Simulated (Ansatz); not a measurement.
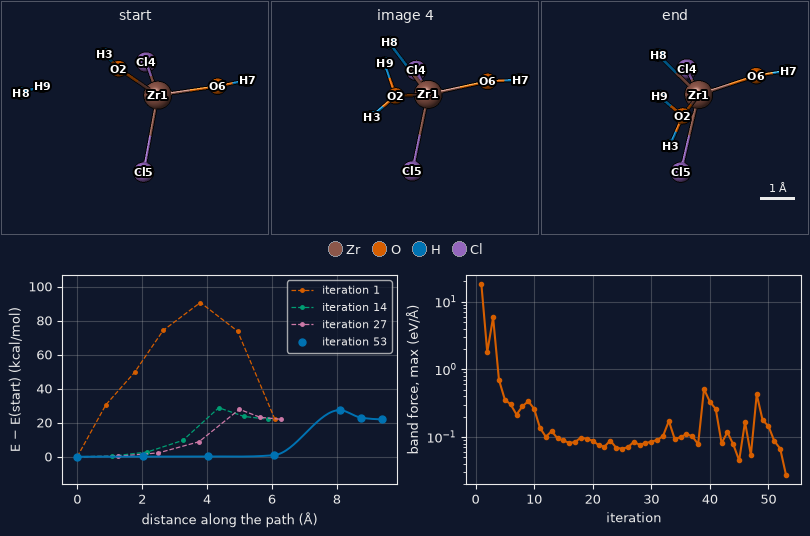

NEB run on ZrH4O2Cl2, made up at the start of ZrH2O2Cl2 and H₂. Images are numbered from 0 (start) to 6 (end). The plot follows the band through its iterations. A ball-and-stick model, seen from a free direction.

These are results of RKS PBE-D4/def2-SVP (Ansatz), not measurements. Set-up: 5 movable images; climbing image; force threshold 0.03 eV/Å; iteration limit 60; spring constant 0.5 eV/Å²; starting path through a guess of the saddle point.

> Judge this run.

The run is converged, with reservations. The band converged in 53 iterations. The largest component of the band force went from 18 to 0.027 eV/Å. The climbing image converged on the top of the path. Its curvatures weren't checked. The first iteration put the highest image at 90.6 kcal/mol. Forward barrier 27.4 kcal/mol, backward barrier 5.4 kcal/mol, with image 4 at the top; the reaction energy is +22.0 kcal/mol.

Limits of the set-up: the start holds two separate molecules, 2.6 Å apart at their closest, whose relative position is a soft coordinate.

The run took 6.4 min on 4 threads of Arm Neoverse V1, with other jobs on the host, peak memory 0.18 GiB.
